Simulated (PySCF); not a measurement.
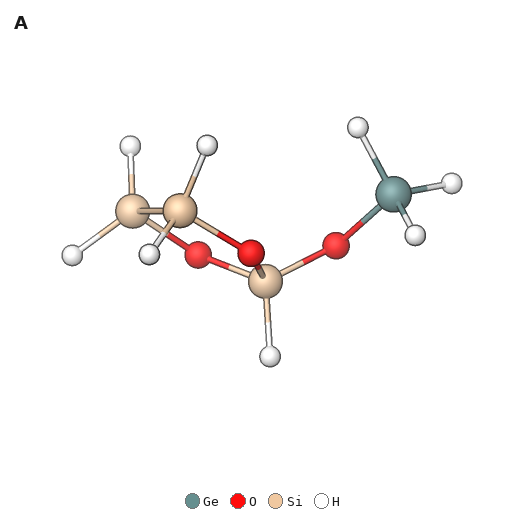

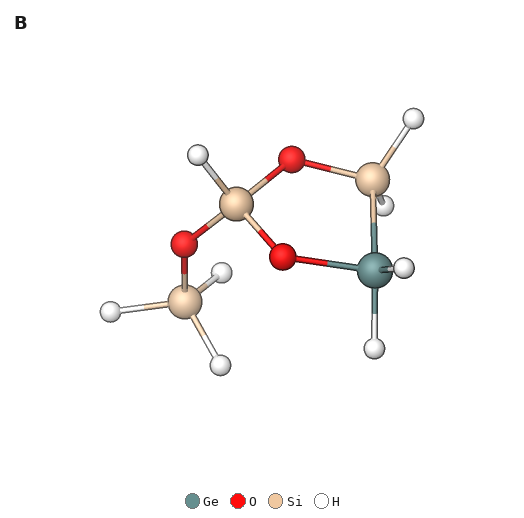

2 stationary structures of one formula. Geometries: GFN2-xTB. Electronic energies: CAM-B3LYP/def2-SVPD (PySCF 2.14.0), without zero-point energy. No frequency run is at hand to confirm each as a minimum. Each is one conformer, not always the lowest.

> Which is lowest in energy, and by how much?

B is lowest; A lies 4.3 kcal/mol above it. A is `[GeH3][O][SiH]1O[SiH2][SiH2]O1`, B is `[SiH3]O[Si@@H]1O[SiH2][GeH2][O]1`.

The geometry is semi-empirical. Around Ge, Si such bond lengths and angles can be off by a tenth of an ångström or more and by several degrees, and values that hang on the shape move with them.
